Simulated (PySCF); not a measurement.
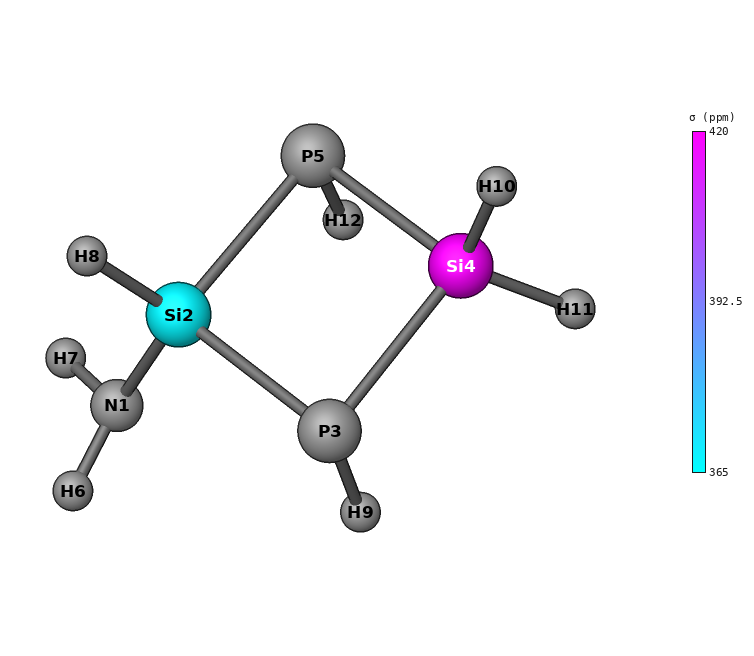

Atoms are coloured by their isotropic NMR shieldings (Si only, the others grey). The computed structure is the end point of a GFN2-xTB optimisation. No frequency run is at hand to confirm it as a minimum. Properties computed with GIAO PBE0/pcSseg-1 NMR shielding, non-relativistic, gas phase (PySCF 2.14.0).

Give the isotropic NMR shieldings of the Si atoms atom by atom.

```tsv
atom	σ (ppm)
Si2	367.0
Si4	419.0
```

The geometry is semi-empirical. Around P, Si such bond lengths and angles can be off by a tenth of an ångström or more and by several degrees, and values that hang on the shape move with them.
